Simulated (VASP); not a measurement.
**MnO2 (Pyrolusite) with r2SCAN + rVV10: from relaxation to properties**

What structure does MnO2 (Pyrolusite) take at this level, and what are its properties? The steps: magnetic order: ferromagnetic, magnetic order: antiferromagnetic within the cell, magnetic order: antiferromagnetic, q = (0, 0, 1/2), magnetic order: antiferromagnetic, q = (1/2, 1/2, 1/2), magnetic order: antiferromagnetic, q = (1/2, 1/2, 0), the orders side by side, full relaxation (r2SCAN + rVV10), second relaxation, density, ELF and potential (r2SCAN + rVV10), band structure (r2SCAN + rVV10), density of states (r2SCAN + rVV10), volume scan with r2SCAN + rVV10, fit for r2SCAN + rVV10 and vibrations at Γ (r2SCAN + rVV10). The start is a cell from a database of measured crystal structures.

Program: VASP 6.6.1. Level of theory: r2SCAN with rVV10, spin-polarised from a ferromagnetic start; plane waves and PAW (Mn_pv, O), in the first sound run; inputs show where later runs differ. Results are calculated unless marked as measured.

**What experiment says.**

“Local electronic structure of dilute hydrogen in beta-MnO2” (2024, arxiv:2401.02109) quotes from earlier work for MnO2, rutile (bulk crystal): moment of Mn (ordered Mn moment in helical phase) 2.34 μB [Earlier experimental value quoted in discussion; measurement temperature and sample not …].

## 1. Set-up

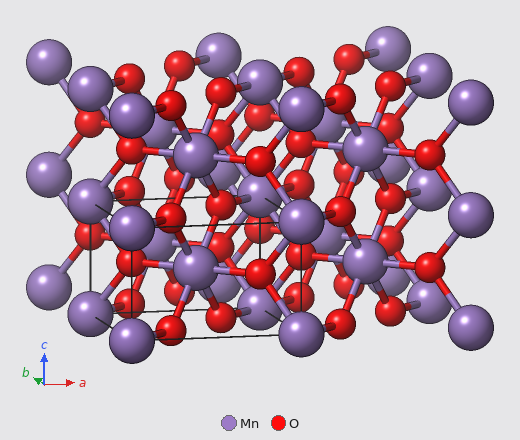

The starting structure, seen slightly off an axis (manganese light purple, oxygen red). 2×2×2 cells are drawn. Some periodic images of atoms are drawn too.

Coordinates:

```cif
data_structure
_symmetry_space_group_name_H-M 'P 1'
_symmetry_Int_Tables_number 1
_cell_length_a 4.3983
_cell_length_b 4.3983
_cell_length_c 2.8730
_cell_angle_alpha 90.000
_cell_angle_beta 90.000
_cell_angle_gamma 90.000
_cell_volume 55.58
loop_
_atom_site_label
_atom_site_type_symbol
_atom_site_fract_x
_atom_site_fract_y
_atom_site_fract_z
_atom_site_occupancy
Mn1 Mn 0.00000 0.00000 0.00000 1
Mn2 Mn 0.50000 0.50000 0.50000 1
O3 O 0.30515 0.30515 0.00000 1
O4 O 0.19485 0.80515 0.50000 1
O5 O 0.69485 0.69485 0.00000 1
O6 O 0.80515 0.19485 0.50000 1
```

## 2. Magnetic order: ferromagnetic

The properties of a magnet depend on its order, so a few collinear patterns are compared first on the cell as listed, beginning with all moments parallel. r2SCAN adds the kinetic-energy density, costs more than a GGA and is run with LASPH. LUSE_VDW switches on a nonlocal correlation term for dispersion.

INCAR

```
SYSTEM = MnO2
PREC = Accurate
ENCUT = 520
EDIFF = 1E-06
NELM = 100
ISMEAR = 0
SIGMA = 0.05
LREAL = .FALSE.
ALGO = Normal
METAGGA = R2SCAN
LUSE_VDW = .TRUE.
IVDW_NL = 2
BPARAM = 11.95
CPARAM = 0.0093
LASPH = .TRUE.
NBANDS = 39
ISPIN = 2
MAGMOM = 4 4 0 0 0 0
LMAXMIX = 4
LORBIT = 11
LWAVE = .FALSE.
LCHARG = .FALSE.
KPAR = 8
ISIF = 2
```

POSCAR

```
MnO2
1.0
    4.3983000000      0.0000000000      0.0000000000
    0.0000000000      4.3983000000      0.0000000000
    0.0000000000      0.0000000000      2.8730000000
Mn O
2 4
Direct
    0.0000000000      0.0000000000      0.0000000000
    0.5000000000      0.5000000000      0.5000000000
    0.3051500000      0.3051500000      0.0000000000
    0.1948500000      0.8051500000      0.5000000000
    0.6948500000      0.6948500000      0.0000000000
    0.8051500000      0.1948500000      0.5000000000
```

KPOINTS

```
Automatic mesh
0
Gamma
5 5 8
0 0 0
```

PAW data sets: Mn_pv and O (PBE family, release 64).

The run is started by

```sh
> mpirun -np 8 vasp_std
```

Output:

```text
[banner, memory and clock lines left out]
running    8 mpi-ranks, on    1 nodes
 distrk:  each k-point on    1 cores,    8 groups
 distr:  one band on    1 cores,    1 groups

 POSCAR found type information on POSCAR MnO
 POSCAR found :  2 types and       6 ions
|                                                                             |
|           W    W    AA    RRRRR   N    N  II  N    N   GGGG   !!!           |
|           W    W   A  A   R    R  NN   N  II  NN   N  G    G  !!!           |
|           W    W  A    A  R    R  N N  N  II  N N  N  G       !!!           |
|           W WW W  AAAAAA  RRRRR   N  N N  II  N  N N  G  GGG   !            |
|           WW  WW  A    A  R   R   N   NN  II  N   NN  G    G                |
|           W    W  A    A  R    R  N    N  II  N    N   GGGG   !!!           |
|                                                                             |
|     For optimal performance we recommend to set                             |
|       NCORE = 2 up to number-of-cores-per-socket                            |
|     NCORE specifies how many cores store one orbital (NPAR=cpu/NCORE).      |
|     This setting can greatly improve the performance of VASP for DFT.       |
|     The default, NCORE=1 might be grossly inefficient on modern             |
|     multi-core architectures or massively parallel machines. Do your        |
|     Unfortunately you need to use the default for GW and RPA                |
|     calculations (for HF NCORE is supported but not extensively tested      |
|     yet).                                                                   |
|                                                                             |

|                                                                             |
|               ----> ADVICE to this user running VASP <----                  |
|                                                                             |
|     You have switched on vdW-DFT.                                           |
|     This routine was written and supplied by Jiri Klimes. We recommend      |
|     that you carefully read and cite the following publications:            |
|       J. Klimes, D.R. Bowler, A. Michelides                                 |
|          J. Phys.: Cond Matt. 22 022201 (2010)                              |
|       J. Klimes, D.R. Bowler, A. Michelides                                 |
|          Phys. Rev. B. 83, 195131 (2011)                                    |
|     and references therein.                                                 |
|                                                                             |

|                                                                             |
|               ----> ADVICE to this user running VASP <----                  |
|                                                                             |
|     You enforced a specific xc type in the INCAR file but a different       |
|     [... a line on the potential file left out ...]
|     I HOPE YOU KNOW WHAT YOU ARE DOING!                                     |
|                                                                             |

 LDA part: xc-table for (None), standard interpolation
 POSCAR, INCAR and KPOINTS ok, starting setup
 FFT: planning ... GRIDC
 FFT: planning ... GRID_SOFT
 FFT: planning ... GRID
 WAVECAR not read
 entering main loop
       N       E                     dE             d eps       ncg     rms          rms(c)
Total rVV10 correction in eV:      1.2169826    50.7297694
Total rVV10 correction in eV:      1.2169826    50.7297694
Total rVV10 correction in eV:      1.2169826    50.7297694
Total rVV10 correction in eV:      1.2169826    50.7297694
Total rVV10 correction in eV:      1.2169826    50.7297694
Total rVV10 correction in eV:      1.2169826    50.7297694
Total rVV10 correction in eV:      1.2169826    50.7297694
Total rVV10 correction in eV:      1.2169826    50.7297694
DAV:   1     0.612490065122E+03    0.61249E+03   -0.27726E+04  4744   0.159E+03
DAV:   2    -0.346508015080E+02   -0.64714E+03   -0.59367E+03  4793   0.478E+02
DAV:   3    -0.923413130282E+02   -0.57691E+02   -0.56744E+02  5324   0.154E+02
DAV:   4    -0.933097360955E+02   -0.96842E+00   -0.96693E+00  5324   0.213E+01
DAV:   5    -0.933195927268E+02   -0.98566E-02   -0.98556E-02  5205   0.220E+00    0.463E+01
Total rVV10 correction in eV:      1.2517156    50.7297651
Total rVV10 correction in eV:      1.2517156    50.7297651
Total rVV10 correction in eV:      1.2517156    50.7297651
Total rVV10 correction in eV:      1.2517156    50.7297651
Total rVV10 correction in eV:      1.2517156    50.7297651
Total rVV10 correction in eV:      1.2517156    50.7297651
Total rVV10 correction in eV:      1.2517156    50.7297651
Total rVV10 correction in eV:      1.2517156    50.7297651
DAV:   6    -0.676217136334E+02    0.25698E+02   -0.63748E+01  5487   0.933E+01    0.421E+01
Total rVV10 correction in eV:      1.2579002    50.7297667
Total rVV10 correction in eV:      1.2579002    50.7297667
Total rVV10 correction in eV:      1.2579002    50.7297667
Total rVV10 correction in eV:      1.2579002    50.7297667
Total rVV10 correction in eV:      1.2579002    50.7297667
Total rVV10 correction in eV:      1.2579002    50.7297667
Total rVV10 correction in eV:      1.2579002    50.7297667
Total rVV10 correction in eV:      1.2579002    50.7297667
DAV:   7    -0.660113358428E+02    0.16104E+01   -0.46849E+01  5032   0.793E+01    0.206E+01
Total rVV10 correction in eV:      1.2702870    50.7297655
Total rVV10 correction in eV:      1.2702870    50.7297655
Total rVV10 correction in eV:      1.2702870    50.7297655
Total rVV10 correction in eV:      1.2702870    50.7297655
Total rVV10 correction in eV:      1.2702870    50.7297655
Total rVV10 correction in eV:      1.2702870    50.7297655
Total rVV10 correction in eV:      1.2702870    50.7297655
Total rVV10 correction in eV:      1.2702870    50.7297655
DAV:   8    -0.641757384633E+02    0.18356E+01   -0.33988E+00  5279   0.193E+01    0.873E+00
Total rVV10 correction in eV:      1.2827158    50.7297656
Total rVV10 correction in eV:      1.2827158    50.7297656
Total rVV10 correction in eV:      1.2827158    50.7297656
Total rVV10 correction in eV:      1.2827158    50.7297656
Total rVV10 correction in eV:      1.2827158    50.7297656
Total rVV10 correction in eV:      1.2827158    50.7297656
Total rVV10 correction in eV:      1.2827158    50.7297656
Total rVV10 correction in eV:      1.2827158    50.7297656
DAV:   9    -0.640973600259E+02    0.78378E-01   -0.11081E+00  5978   0.118E+01    0.420E+00
Total rVV10 correction in eV:      1.2845608    50.7297658
Total rVV10 correction in eV:      1.2845608    50.7297658
Total rVV10 correction in eV:      1.2845608    50.7297658
Total rVV10 correction in eV:      1.2845608    50.7297658
Total rVV10 correction in eV:      1.2845608    50.7297658
Total rVV10 correction in eV:      1.2845608    50.7297658
Total rVV10 correction in eV:      1.2845608    50.7297658
Total rVV10 correction in eV:      1.2845608    50.7297658
DAV:  10    -0.641261002492E+02   -0.28740E-01   -0.27431E-01  5107   0.359E+00    0.196E+00
Total rVV10 correction in eV:      1.2843209    50.7297658
Total rVV10 correction in eV:      1.2843209    50.7297658
Total rVV10 correction in eV:      1.2843209    50.7297658
Total rVV10 correction in eV:      1.2843209    50.7297658
Total rVV10 correction in eV:      1.2843209    50.7297658
Total rVV10 correction in eV:      1.2843209    50.7297658
Total rVV10 correction in eV:      1.2843209    50.7297658
Total rVV10 correction in eV:      1.2843209    50.7297658
DAV:  11    -0.641143493306E+02    0.11751E-01   -0.36615E-02  6055   0.177E+00    0.749E-01
Total rVV10 correction in eV:      1.2851636    50.7297658
Total rVV10 correction in eV:      1.2851636    50.7297658
Total rVV10 correction in eV:      1.2851636    50.7297658
Total rVV10 correction in eV:      1.2851636    50.7297658
Total rVV10 correction in eV:      1.2851636    50.7297658
Total rVV10 correction in eV:      1.2851636    50.7297658
Total rVV10 correction in eV:      1.2851636    50.7297658
Total rVV10 correction in eV:      1.2851636    50.7297658
DAV:  12    -0.641156922071E+02   -0.13429E-02   -0.55717E-03  5212   0.584E-01    0.275E-01
Total rVV10 correction in eV:      1.2853959    50.7297658
Total rVV10 correction in eV:      1.2853959    50.7297658
Total rVV10 correction in eV:      1.2853959    50.7297658
Total rVV10 correction in eV:      1.2853959    50.7297658
Total rVV10 correction in eV:      1.2853959    50.7297658
Total rVV10 correction in eV:      1.2853959    50.7297658
Total rVV10 correction in eV:      1.2853959    50.7297658
Total rVV10 correction in eV:      1.2853959    50.7297658
DAV:  13    -0.641154808320E+02    0.21138E-03   -0.78808E-04  5436   0.391E-01    0.107E-01
Total rVV10 correction in eV:      1.2857243    50.7297658
Total rVV10 correction in eV:      1.2857243    50.7297658
Total rVV10 correction in eV:      1.2857243    50.7297658
Total rVV10 correction in eV:      1.2857243    50.7297658
Total rVV10 correction in eV:      1.2857243    50.7297658
Total rVV10 correction in eV:      1.2857243    50.7297658
Total rVV10 correction in eV:      1.2857243    50.7297658
Total rVV10 correction in eV:      1.2857243    50.7297658
DAV:  14    -0.641155599604E+02   -0.79128E-04   -0.24899E-04  5282   0.164E-01    0.586E-02
Total rVV10 correction in eV:      1.2858112    50.7297658
Total rVV10 correction in eV:      1.2858112    50.7297658
Total rVV10 correction in eV:      1.2858112    50.7297658
Total rVV10 correction in eV:      1.2858112    50.7297658
Total rVV10 correction in eV:      1.2858112    50.7297658
Total rVV10 correction in eV:      1.2858112    50.7297658
Total rVV10 correction in eV:      1.2858112    50.7297658
Total rVV10 correction in eV:      1.2858112    50.7297658
DAV:  15    -0.641156040540E+02   -0.44094E-04   -0.55364E-05  5478   0.674E-02    0.246E-02
Total rVV10 correction in eV:      1.2857915    50.7297658
Total rVV10 correction in eV:      1.2857915    50.7297658
Total rVV10 correction in eV:      1.2857915    50.7297658
Total rVV10 correction in eV:      1.2857915    50.7297658
Total rVV10 correction in eV:      1.2857915    50.7297658
Total rVV10 correction in eV:      1.2857915    50.7297658
Total rVV10 correction in eV:      1.2857915    50.7297658
Total rVV10 correction in eV:      1.2857915    50.7297658
DAV:  16    -0.641155892092E+02    0.14845E-04   -0.17841E-05  5075   0.332E-02    0.103E-02
Total rVV10 correction in eV:      1.2857896    50.7297658
Total rVV10 correction in eV:      1.2857896    50.7297658
Total rVV10 correction in eV:      1.2857896    50.7297658
Total rVV10 correction in eV:      1.2857896    50.7297658
Total rVV10 correction in eV:      1.2857896    50.7297658
Total rVV10 correction in eV:      1.2857896    50.7297658
Total rVV10 correction in eV:      1.2857896    50.7297658
Total rVV10 correction in eV:      1.2857896    50.7297658
DAV:  17    -0.641155794445E+02    0.97647E-05   -0.13005E-06  3508   0.132E-02    0.309E-03
Total rVV10 correction in eV:      1.2857877    50.7297658
Total rVV10 correction in eV:      1.2857877    50.7297658
Total rVV10 correction in eV:      1.2857877    50.7297658
Total rVV10 correction in eV:      1.2857877    50.7297658
Total rVV10 correction in eV:      1.2857877    50.7297658
Total rVV10 correction in eV:      1.2857877    50.7297658
Total rVV10 correction in eV:      1.2857877    50.7297658
Total rVV10 correction in eV:      1.2857877    50.7297658
DAV:  18    -0.641155791489E+02    0.29560E-06   -0.39087E-07  3012   0.666E-03
Total rVV10 correction in eV:      1.2857920    50.7297658
Total rVV10 correction in eV:      1.2857920    50.7297658
Total rVV10 correction in eV:      1.2857920    50.7297658
Total rVV10 correction in eV:      1.2857920    50.7297658
Total rVV10 correction in eV:      1.2857920    50.7297658
Total rVV10 correction in eV:      1.2857920    50.7297658
Total rVV10 correction in eV:      1.2857920    50.7297658
Total rVV10 correction in eV:      1.2857920    50.7297658
Total rVV10 correction in eV:      1.2857891    50.7297658
Total rVV10 correction in eV:      1.2857891    50.7297658
Total rVV10 correction in eV:      1.2857891    50.7297658
Total rVV10 correction in eV:      1.2857891    50.7297658
Total rVV10 correction in eV:      1.2857891    50.7297658
Total rVV10 correction in eV:      1.2857891    50.7297658
Total rVV10 correction in eV:      1.2857891    50.7297658
Total rVV10 correction in eV:      1.2857891    50.7297658
   1 F= -.64115579E+02 E0= -.64115565E+02  d E =-.282908E-04  mag=     6.0004
```

It took 88 s on 8 MPI ranks of Intel Xeon Platinum 8488C (Sapphire Rapids), shared host; peak memory 3.2 GiB; 10 min of CPU time.

Lines that name or quote the potential files are left out of all logs, and their timing lines are given in words.

[end of part 1 of 16]

[Lines on the potential files, build, host, timing and source positions are cut from VASP's logs without a mark.]

[Logs are printed without paths, hosts, clocks, repeated set-up lines and the standing remarks that a program may print on its own settings, such as how far it seeks lower states.]

[Hosts, paths, dates, database ids (printed as entryN), source tags and the programs' standing remarks are cut or masked in the printed files.]

[A measured line is paired with the nearest computed mode of its activity, which favours agreement.]

[In band tables of VASP the shares of atoms and orbitals are scaled to a sum of 1 inside the atoms' spheres.]
